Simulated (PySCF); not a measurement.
C₈H₉N, SMILES C=Cc1ccc(N)cc1 at its GFN2-xTB optimised geometry (Å):

```
18

C     -1.0155    -3.0288     0.0033
C     -1.4604    -1.7768    -0.0046
C     -0.6611    -0.5616     0.0000
C     -1.3072     0.6771     0.0014
C     -0.6002     1.8591     0.0015
C      0.7953     1.8490     0.0019
N      1.5096     3.0261     0.0731
C      1.4498     0.6155     0.0000
C      0.7356    -0.5616     0.0000
H      0.0322    -3.2759     0.0151
H     -1.6946    -3.8642    -0.0005
H     -2.5310    -1.6064    -0.0151
H     -2.3880     0.7089    -0.0008
H     -1.1221     2.8060     0.0020
H      2.4762     2.9843    -0.2056
H      1.0254     3.8642    -0.2042
H      2.5310     0.5938    -0.0008
H      1.2725    -1.4975    -0.0040
```

Computed with PySCF 2.14.0 with B3LYP/def2-SVP. Cells within 0.4 Å of a nucleus heavier than hydrogen are left out (blank, or x).

Map of the electrostatic potential (hartree/e), clipped to [-0.08, 0.12] on the plane z = 0.0 Å:

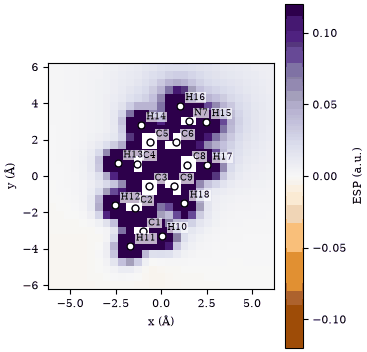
*Electrostatic potential (hartree/e), clipped to [-0.08, 0.12] on the plane z = 0.0 Å.*
